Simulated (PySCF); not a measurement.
# H4O2SSi, SMILES `O[SiH](O)S`: electronic structure

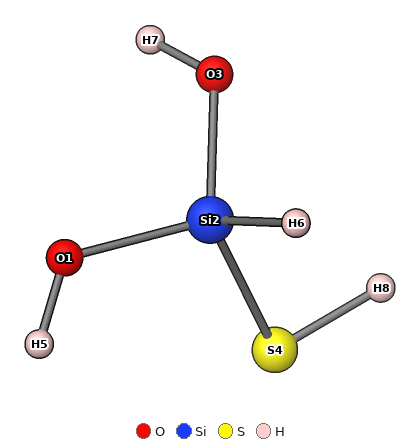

The molecule, with its atoms numbered as below. No frequency check shows the geometry to be a minimum.

Cartesian coordinates (Å):

```
O1       1.1335   -1.3173    0.2655
Si2      0.4672    0.0099   -0.3764
O3       1.2010    1.3102    0.2281
S4      -1.6326   -0.0386    0.1269
H5       0.7057   -2.1666    0.2082
H6       0.6260    0.1438   -1.8068
H7       1.4656    1.3589    1.1440
H8      -1.8918    1.1990   -0.2557
```

## 1. Bonding charge

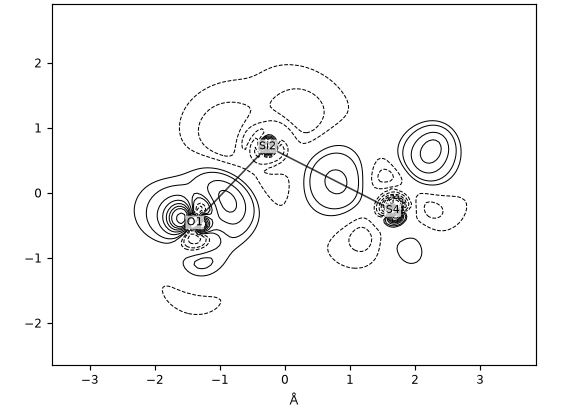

Deformation density (molecule less spherical, spin-averaged free atoms) in the plane of O1, Si2 and S4; contours at ±0.05 to ±0.8 e/Å³; solid lines: gain, dashed lines: loss.

Level of theory: BP86/6-31G* (PySCF), at a geometry from GFN2-xTB.

How much density has each bond in this plane gained at its critical point, relative to the free atoms?

Answer. Si2–S4: +0.10 e/Å³ at the bond critical point (bond length 2.16 Å, Mayer order 1.0). O1–Si2: +0.06 e/Å³ at the bond critical point (bond length 1.62 Å, Mayer order 1.1); up to 0.6 Å beside the axis the gain reaches +0.31 e/Å³. In all, 1.8 electrons gather in the regions of gain relative to the promolecule. A small or negative value marks a very polar bond, one between electron-rich atoms, whose free-atom densities already overlap strongly, a long bond to a heavier atom, or a closed-shell contact such as a hydrogen bond.

Where do the Hirshfeld charges lie?

Answer. The highest Hirshfeld charge is on Si2 (+0.37 e), the lowest on O1 (−0.28 e).

## 2. Local ionisation energy

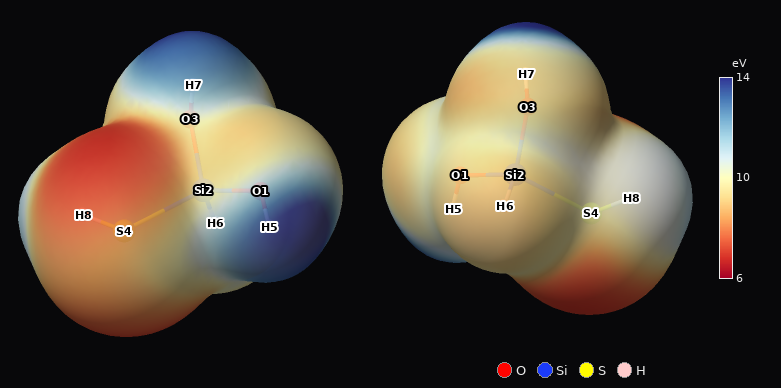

Average local ionisation energy on the surface of electron density 0.001 a.u. (back view left, front view right).

Where are the most loosely bound electrons on this surface?

Answer. The lowest value is 6.8 eV, 2.3 Å from S4. Further minima include 8.8 eV, 1.8 Å from O3; 8.8 eV, 1.4 Å from H6. For comparison, the highest occupied orbital lies at −6.1 eV.

## 3. Excited states

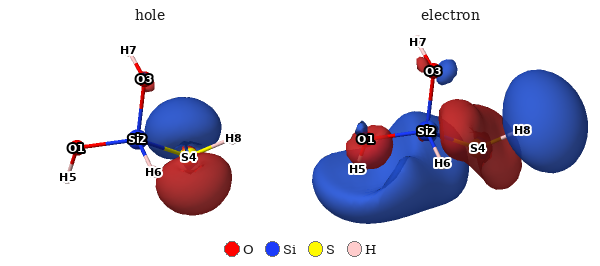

Leading natural transition orbital pair of S₁ (full linear response singlet states); the surfaces enclose about 70 % of each orbital's density.

PySCF calculation, B3LYP/def2-SVP, gas phase; geometry: GFN2-xTB. Without diffuse functions Rydberg states are missing, so the states' numbers hold for this basis only.

Give its energy and the atoms that hole and electron lie on.

Answer. 6.34 eV (196 nm), f = 0.001 (very weak), partly diffuse acceptor orbital, which a basis without diffuse functions describes poorly; the leading pair carries 100 %; hole on S4 (84 %) and Si2 (8 %), electron on S4 (31 %), H8 (26 %) and Si2 (17 %) (atom shares of so diffuse an orbital are rough); their centroids lie 0.6 Å apart. In canonical orbitals it is mainly HOMO → LUMO (95 %). The HOMO–LUMO gap is 7.53 eV.

## 4. Stretching a bond

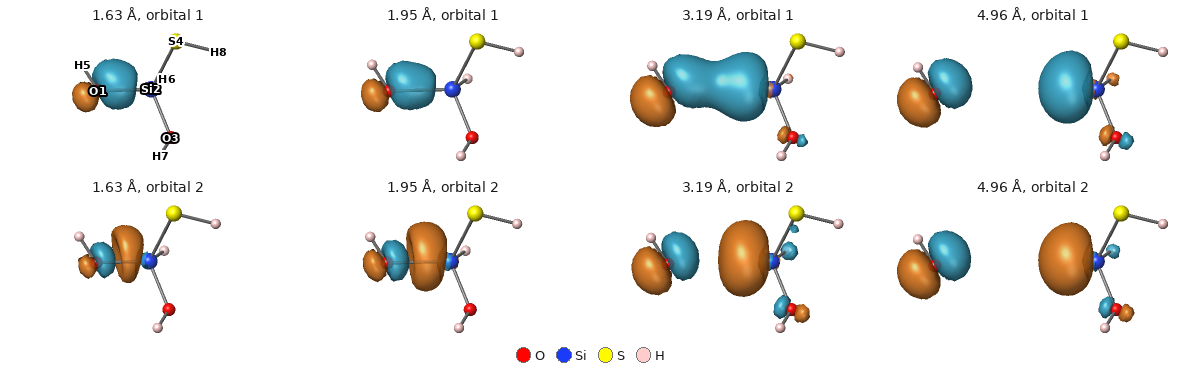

Rigid stretch of the O1–Si2 bond. The two CASSCF(2,2) natural orbitals nearest half filling (orbital 1 the more occupied).

Method: 6-31+G* basis; geometry: GFN2-xTB; program: PySCF.

How do the occupations change along the stretch?

Answer. 1.63 Å: 1.99 and 0.01; 1.95 Å: 1.97 and 0.03; 3.19 Å: 1.45 and 0.55; 4.96 Å: 1.04 and 0.96. At the longest distance computed (4.96 Å) they are 1.04 and 0.96, and the effective number of unpaired electrons is 2.0.

Where does the UHF solution part from RHF?

Answer. Between 2.12 Å (⟨S²⟩ = 0, the two coincide) and 2.39 Å (⟨S²⟩ = 0.18); at 4.96 Å ⟨S²⟩ is 1.01 and UHF lies 4.9 eV below RHF.
